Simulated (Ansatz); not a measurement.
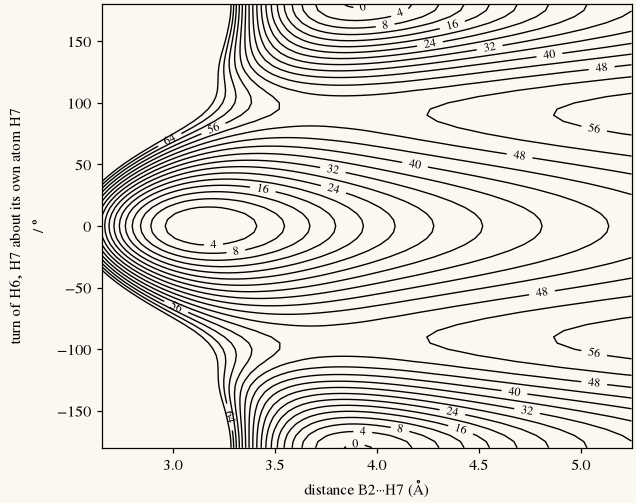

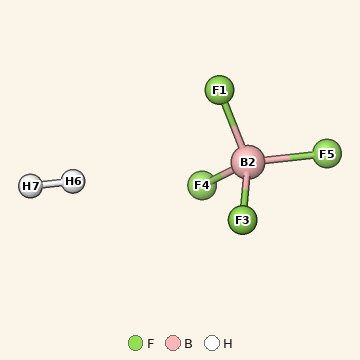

Energy landscape of the pair BF₄···H₂, charge −1. The turn is about an axis along (0.32, −0.94, −0.12) in the frame of the relaxed pair, normal to the line between the partners. Coordinates scanned: (1) distance B2···H7; (2) turn of H6, H7 about its own atom H7. The scan uses a 15 × 15 grid. Points are written as (first, second). Energies: meV, counted from the lowest grid point. Computed with Ansatz, RHF/def2-SVPD.

In the figure: contour lines labelled in meV (none above 68). Between grid points the surface is interpolated. The second picture is the structure at the lowest point.

Q: Describe this landscape.

A: The lowest grid point is at (3.837 Å, −180°); the map holds 2 wells of about this depth. The highest grid point, (2.650 Å, −180°), lies 768 meV above the lowest. On the interpolated surface the easiest way out of the lowest well to a well of about the same depth near (3.100 Å, 12°) passes a barrier of about 50 meV. Round the minimum the two coordinates are nearly uncoupled.

The values on the grid:

```tsv
second ↓, first →	2.650	2.714	2.820	2.950	3.100	3.265	3.443	3.635	3.837	4.050	4.273	4.505	4.745	4.993	5.250
156	637	516	360	227	130	68	34	17	12	13	18	24	29	33	37
132	415	338	239	157	98	62	42	33	31	33	36	40	43	45	48
108	265	220	163	116	83	63	53	48	47	48	49	51	53	55	56
84	176	148	114	86	67	56	51	49	49	50	52	53	55	56	57
60	113	95	73	55	44	38	37	38	40	43	45	47	49	51	53
36	68	55	39	27	20	18	20	24	28	32	36	39	41	44	46
12	42	31	17	7	3	3	7	12	19	24	29	33	36	39	42
−12	42	31	17	7	3	3	7	12	19	24	29	33	36	39	42
−36	69	55	39	27	20	18	20	24	28	32	36	39	41	44	46
−60	114	96	73	55	44	38	37	38	40	43	45	47	49	51	53
−84	177	149	115	87	67	56	51	49	49	50	52	53	55	56	57
−108	267	221	163	116	83	63	53	48	47	48	49	51	53	55	56
−132	416	339	240	157	98	62	42	33	31	33	36	40	43	45	48
−156	638	516	360	227	130	68	33	17	12	13	18	24	29	33	37
−180	768	624	436	273	152	75	30	8	0	1	7	14	22	27	32
```

Time for the 225 points that were run: 13 min on 1 thread of Arm Neoverse V2, on a shared host.
